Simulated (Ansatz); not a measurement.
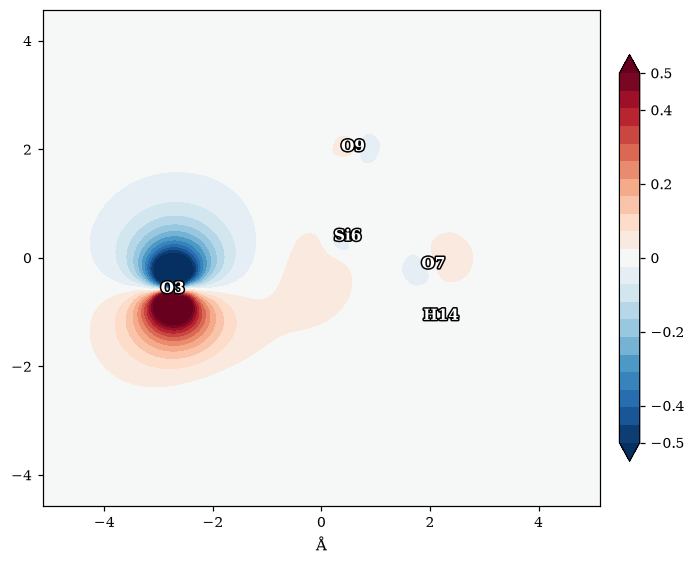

Figure. H$_{7}$NO$_{6}$Si$_{2}$. The HOMO−1 on the plane of atoms O7, Si6 and O9 (values in Å⁻³ᐟ²; the overall sign is arbitrary).

Geometry: r2SCAN-D4/def2-SVP.

All numbers below come from RKS PBE0-D4/def2-TZVP in Ansatz 0.2.0.

```xyz
16

Si    1.1071    0.7610    0.9294
O     0.6620    2.0865    1.8130
O     1.7866    1.0416   -0.5418
O     2.2453    0.0037    1.8685
N    -0.3696   -0.1176    0.6764
Si   -1.0800   -0.7177   -0.7616
O    -2.7317   -0.6536   -0.6484
O    -0.4175    0.2180   -1.9765
O    -0.7520   -2.2732   -1.2155
H     1.3842    2.4882    2.3106
H     1.1441    0.9817   -1.2739
H     2.8276   -0.5926    1.3833
H    -0.9282   -0.2425    1.5198
H    -3.0988    0.1770   -0.3233
H    -0.3988   -0.2178   -2.8385
H    -1.3802   -2.9428   -0.9215
```

Question: Describe this orbital and give its energy.

Answer: Its weight (Hirshfeld) is mainly on O3 (about 45 %), O2 (about 30 %) and O4 (about 5 %); largely a combination of lone pairs on O3, O2 and O4. Its energy is −8.80 eV.
